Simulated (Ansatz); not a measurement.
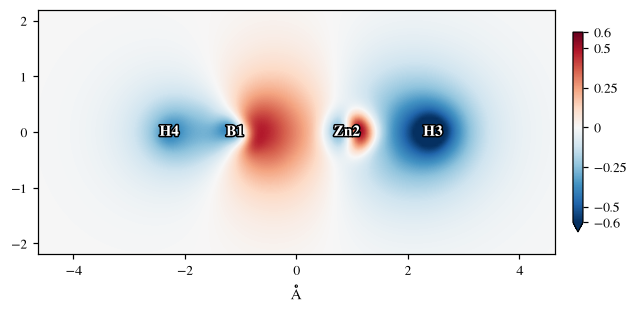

Figure. BH₂Zn (doublet). The HOMO−1 (α) on a plane that holds the molecular axis (values in Å⁻³ᐟ²; the overall sign is arbitrary).

Geometry: PBE0-D4/def2-TZVP.

Method: UKS PBE0-D4/def2-TZVPP (Ansatz 0.2.0).

```xyz
4

B    -0.2983    0.6997   -0.4922
Zn    0.3608   -0.8465    0.5952
H     0.8688   -2.0383    1.4333
H    -0.6893    1.6175   -1.1374
```

Q: Describe this orbital and give its energy.

A: It lies mainly on H3 (about 40 %), Zn2 (about 30 %), B1 (about 25 %) and H4 (about 5 %); it is of σ type. Its energy is −8.15 eV.
